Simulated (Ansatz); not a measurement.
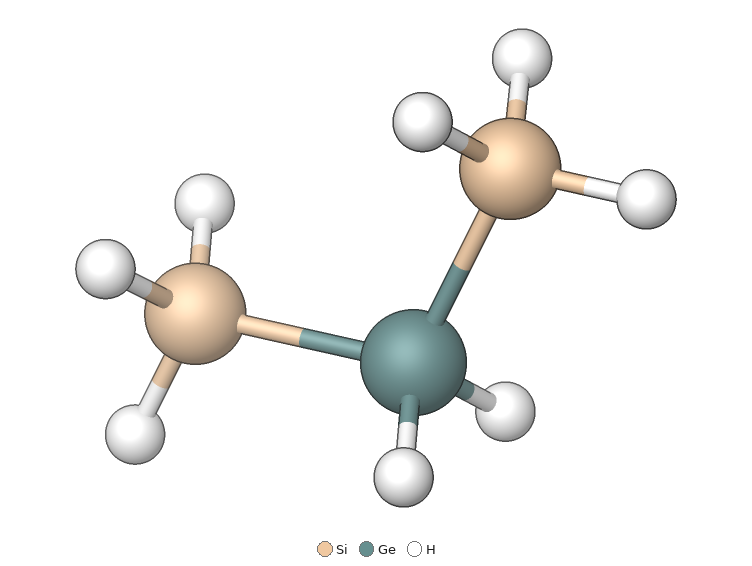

Every bond is drawn as one stick, whatever its order.

The computed structure is the end point of a PBE0-D4/def2-TZVP optimisation.

Count the atoms of each element.

Answer. GeH₈Si₂, 11 atoms: 1 germanium, 8 hydrogen and 2 silicon.

Write the SMILES.

Answer. [SiH3][GeH2][SiH3]

How many bonds of each kind are drawn?

Answer. 6 Si–H, 2 Ge–Si, 2 Ge–H.

How many atoms are distinct by symmetry?

Answer. 5: 2 Si, 1 Ge, 4 H, 2 H, 2 H.

More results for the same structure follow; atom numbers are the same in all pictures, views and colours differ.

Vibrations

Harmonic vibrations computed with RKS PBE0-D4/def2-TZVP (Ansatz 0.2.0) at a stationary point of the same level.

How many vibrational modes are there, and where do they lie?

Answer. 27 modes: 77, 81, 86, 295, 337, 369, 416, 438, 549, 562, 653, 684, 852, 862, 894, 937, 938, 941, 942, 2127, 2134, 2216, 2219, 2229, 2230, 2231, 2232 cm⁻¹.

Electronic properties

Properties computed with RKS r2SCAN0-D4/def2-TZVPP (Ansatz 0.2.0).

Computed properties:

- HOMO energy (Kohn–Sham orbital): −8.09 eV
- LUMO energy (Kohn–Sham orbital): 0.06 eV
- HOMO–LUMO gap: 8.15 eV
- dispersion correction: −6.7 kJ/mol

Thermal motion

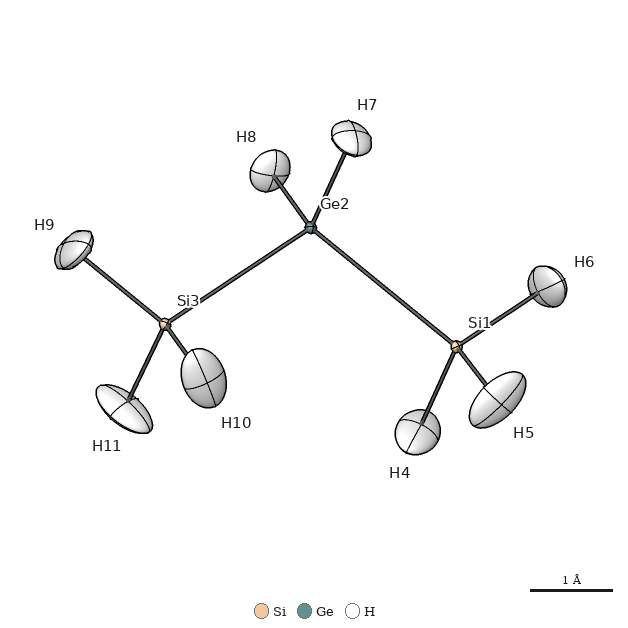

Displacement ellipsoids at the 50 % level, from the internal vibrations of the free molecule (harmonic, no overall translation or rotation; no half-axis is drawn under 0.075 Å). Vibrations computed with RKS PBE0-D4/def2-TZVP (Ansatz 0.2.0). Temperature: 0 K (zero-point motion alone).

Which atom moves most?

Answer. H6, H9, with U_eq = 0.0402 Å².

Does H10 move more along its bond or across it?

Answer. Across it: the root-mean-square amplitude is 0.089 Å along the bond and up to 0.282 Å across, since bending and torsion are softer than stretching.

Give the displacement parameters, one line for each set of equivalent atoms.

```tsv
atom	U_eq (Å²)	rms amplitudes (Å)
Si1, Si3	0.0013	0.018, 0.032, 0.050
Ge2	0.00039	0.013, 0.015, 0.028
H4, H5, H10, H11	0.0392	0.089, 0.174, 0.282
H6, H9	0.0402	0.097, 0.176, 0.283
H7, H8	0.0232	0.090, 0.167, 0.184
```
